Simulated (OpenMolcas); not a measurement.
# singlet SiN2H4F− at 5 levels

We compute a comparison of 5 runs (BLYP/def2-SVPD, PBE/def2-SVPD, TPSS/def2-SVPD, r2SCAN/def2-SVPD, revPBE/def2-SVPD) of singlet SiN2H4F−. 

Program for the calculation: OpenMolcas 26.06.

1 further run of the same task is left out (it didn't finish).

**1. The system as given**

The species is SiN2H4F− (8 atoms), meant as a singlet with charge -1. SMILES of the parent species: `N[Si](N)F`. The coordinates come from a PBE0-D4/def2-TZVP relaxation. This is one conformer, not always the lowest. That shape belongs to the parent species and isn't relaxed for this state.

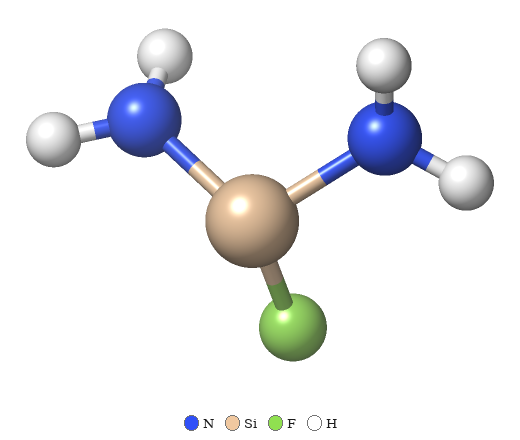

The structure, seen from a chosen angle (nitrogen blue, silicon light orange, fluorine green, hydrogen white).

**2. The energy at BLYP/def2-SVPD (run 1)**

File geom.xyz:

```xyz
8

N     -0.814900     1.031500    -0.359900
Si     0.517200    -0.020700    -0.581300
N      0.780300    -0.793300     0.910700
F      0.045300    -0.971200    -1.794000
H     -1.331700     1.348900    -1.165000
H     -0.763800     1.744700     0.350200
H      1.648600    -1.254800     1.120500
H      0.011100    -1.142300     1.463200
```

File test.input:

```
* FH4N2Si Kohn-Sham DFT
>>> EXPORT MOLCAS_PRINT=2

&GATEWAY
 BASLIB=$CurrDir
 COORD=geom.xyz
 BASIS=def2-SVPD
 GROUP=NoSym

&SEWARD
 GRIDINPUT
 Grid=UltraFine
 End of Grid

&SCF
 CHARGE=-1
 KSDFT=BLYP
 THRESHOLDS=1e-10 1e-07 1e-07 1e-05
 PRORBITALS=1 2
```

The basis set def2-SVPD is read from a file made from the Basis Set Exchange's data (not shown).

Run with:

```sh
export MOLCAS_MEM=1860
pymolcas test.input > test.log
```

Output:

```text
--- Start Module: gateway ---
[...]
--- Stop Module: gateway /rc=_RC_ALL_IS_WELL_ ---
--- Start Module: seward ---
[...]
      Basis functions          119
--- Stop Module: seward /rc=_RC_ALL_IS_WELL_ ---
[...]
--- Start Module: scf ---
[...]
       Convergence after  23 Iterations
[...]
::    Total KS-DFT energy                            -501.0504322722
[...]
      Total spin, S                                     0.0000000000
[...]
      Total electronic charge=   42.000000
      Total            charge=   -1.000000
[...]
      Dipole Moment (debye):
      Origin of the operator (angstrom)=    0.1823   -0.1898   -0.5170
                   X= -2.5684E+00               Y= -2.4679E-01               Z=  1.3115E+00           Total=  2.8944E+00
      Center of Charge (angstrom)
[...]
--- Stop Module: scf /rc=_RC_ALL_IS_WELL_ ---
[...]
```

Wall time 87 s (1 thread of Intel Xeon Platinum 8259CL at 2.50GHz (Skylake/Cascade Lake), shared host); peak memory 0.75 GiB.

**3. The energy at PBE/def2-SVPD (run 2)**

File coord.xyz:

```xyz
8

N     -0.814900     1.031500    -0.359900
Si     0.517200    -0.020700    -0.581300
N      0.780300    -0.793300     0.910700
F      0.045300    -0.971200    -1.794000
H     -1.331700     1.348900    -1.165000
H     -0.763800     1.744700     0.350200
H      1.648600    -1.254800     1.120500
H      0.011100    -1.142300     1.463200
```

File mol.input:

```
&gateway
baslib
$CurrDir
coord
coord.xyz
basis
def2-SVPD
group
NoSym
&seward
gridinput
Grid=UltraFine
End of Grid
&scf
charge
-1
ksdft
PBE
thresholds
1e-10 1e-07 1e-07 1e-05
prorbitals
1 2
```

The basis set def2-SVPD is read from a file made from the Basis Set Exchange's data (not shown).

Run with:

```sh
export MOLCAS_MEM=1860
pymolcas mol.input > mol.log
```

Output:

```text
--- Start Module: gateway ---
[...]
--- Stop Module: gateway /rc=_RC_ALL_IS_WELL_ ---
--- Start Module: seward ---
[...]
      Basis functions          119
--- Stop Module: seward /rc=_RC_ALL_IS_WELL_ ---
[...]
--- Start Module: scf ---
[...]
       Convergence after  24 Iterations
[...]
::    Total KS-DFT energy                            -500.7235685486
[...]
      Total spin, S                                     0.0000000000
[...]
      Total electronic charge=   42.000000
      Total            charge=   -1.000000
[...]
      Dipole Moment (debye):
      Origin of the operator (angstrom)=    0.1823   -0.1898   -0.5170
                   X= -2.7900E+00               Y= -3.2309E-01               Z=  1.4264E+00           Total=  3.1501E+00
      Center of Charge (angstrom)
[...]
--- Stop Module: scf /rc=_RC_ALL_IS_WELL_ ---
[...]
```

Wall time 89 s (1 thread of Intel Xeon Platinum 8259CL at 2.50GHz (Skylake/Cascade Lake), shared host); peak memory 0.75 GiB.

Run 3 isn't shown in full; the table further down has it.

**4. A single-point energy at r2SCAN/def2-SVPD (run 4)**

File mol.input:

```
&GATEWAY
  BasLib=$CurrDir
  Coord
  8
  angstrom
  N       -0.814900       1.031500      -0.359900
  Si       0.517200      -0.020700      -0.581300
  N        0.780300      -0.793300       0.910700
  F        0.045300      -0.971200      -1.794000
  H       -1.331700       1.348900      -1.165000
  H       -0.763800       1.744700       0.350200
  H        1.648600      -1.254800       1.120500
  H        0.011100      -1.142300       1.463200
  Basis=def2-SVPD
  Group=NoSym

&SEWARD
  GridInput
  Grid=UltraFine
  End of Grid

&SCF
  Charge=-1
  KSDFT=2
  1.0 MGGA_X_R2SCAN
  1.0 MGGA_C_R2SCAN
  Thresholds=1e-10 1e-07 1e-07 1e-05
  PrOrbitals=1 2
```

The basis set def2-SVPD is read from a file made from the Basis Set Exchange's data (not shown).

Run with:

```sh
export MOLCAS_MEM=1860
pymolcas mol.input > mol.log
```

Output:

```text
--- Start Module: gateway ---
[...]
--- Stop Module: gateway /rc=_RC_ALL_IS_WELL_ ---
--- Start Module: seward ---
[...]
      Basis functions          119
--- Stop Module: seward /rc=_RC_ALL_IS_WELL_ ---
[...]
--- Start Module: scf ---
[...]
       Convergence after  19 Iterations
[...]
::    Total KS-DFT energy                            -500.9637084821
[...]
      Total spin, S                                     0.0000000000
[...]
      Total electronic charge=   42.000000
      Total            charge=   -1.000000
[...]
      Dipole Moment (debye):
      Origin of the operator (angstrom)=    0.1823   -0.1898   -0.5170
                   X= -3.2051E+00               Y= -4.8824E-01               Z=  1.6658E+00           Total=  3.6450E+00
      Center of Charge (angstrom)
[...]
--- Stop Module: scf /rc=_RC_ALL_IS_WELL_ ---
[...]
```

Wall time 1.7 min (1 thread of Intel Xeon Platinum 8259CL at 2.50GHz (Skylake/Cascade Lake), shared host); peak memory 0.75 GiB.

**5. A single-point energy at revPBE/def2-SVPD (run 5)**

File calc.input:

```
&gateway
baslib=$CurrDir
basisset
N.def2-SVPD....
N1 -0.814900 1.031500 -0.359900 angstrom
N3 0.780300 -0.793300 0.910700 angstrom
End of Basis
basisset
Si.def2-SVPD....
Si2 0.517200 -0.020700 -0.581300 angstrom
End of Basis
basisset
F.def2-SVPD....
F4 0.045300 -0.971200 -1.794000 angstrom
End of Basis
basisset
H.def2-SVPD....
H5 -1.331700 1.348900 -1.165000 angstrom
H6 -0.763800 1.744700 0.350200 angstrom
H7 1.648600 -1.254800 1.120500 angstrom
H8 0.011100 -1.142300 1.463200 angstrom
End of Basis
&seward
gridinput
Grid=UltraFine
End of Grid
&scf
charge=-1
ksdft=revPBE
thresholds=1e-10 1e-07 1e-07 1e-05
prorbitals=1
```

The basis set def2-SVPD is read from a file made from the Basis Set Exchange's data (not shown).

Run with:

```sh
export MOLCAS_MEM=1860
pymolcas calc.input > calc.log
```

Output:

```text
--- Start Module: gateway ---
[...]
--- Stop Module: gateway /rc=_RC_ALL_IS_WELL_ ---
--- Start Module: seward ---
[...]
      Basis functions          119
--- Stop Module: seward /rc=_RC_ALL_IS_WELL_ ---
[...]
--- Start Module: scf ---
[...]
       Convergence after  24 Iterations
[...]
::    Total KS-DFT energy                            -500.9652121526
[...]
      Total spin, S                                     0.0000000000
[...]
      Total electronic charge=   42.000000
      Total            charge=   -1.000000
[...]
      Dipole Moment (debye):
      Origin of the operator (angstrom)=    0.1823   -0.1898   -0.5170
                   X= -2.8612E+00               Y= -3.6460E-01               Z=  1.4584E+00           Total=  3.2321E+00
      Center of Charge (angstrom)
[...]
--- Stop Module: scf /rc=_RC_ALL_IS_WELL_ ---
[...]
```

Run time: 89 s. Hardware: 1 thread of Intel Xeon Platinum 8259CL at 2.50GHz (Skylake/Cascade Lake), shared host; peak memory 0.75 GiB.

**6. All runs side by side**

```
run             level  energy (Eh)  HOMO energy (eV)  LUMO energy (eV)  HOMO–LUMO gap (eV)  wall time
  1    BLYP/def2-SVPD  -501.050432              2.14              4.14                2.00       87 s
  2     PBE/def2-SVPD  -500.723569              2.08              4.13                2.05       89 s
  3    TPSS/def2-SVPD  -501.132646              2.15              4.37                2.22      2 min
  4  r2SCAN/def2-SVPD  -500.963708              2.14              4.67                2.54    1.7 min
  5  revPBE/def2-SVPD  -500.965212              2.16              4.22                2.06       89 s
```

**7. What came out**

| quantity | value |
| --- | --- |
| run 5: total energy | -500.96521 Eh |
| run 5: HOMO energy | 2.16 eV |
| run 5: LUMO energy | 4.22 eV |
| run 5: HOMO–LUMO gap (to an unbound level, set by the basis) | 2.06 eV |

The HOMO–LUMO gap runs from 2.00 eV (BLYP/def2-SVPD) to 2.54 eV (r2SCAN/def2-SVPD). The empty levels of an anion lie above zero and hang on the basis. Totals of different functionals can't be ranked against each other. In runs 1, 2, 3, 4, 5 the HOMO lies above zero, so the outermost electron may be held by the basis alone. All runs together took 8.1 min, the longest 2 min.
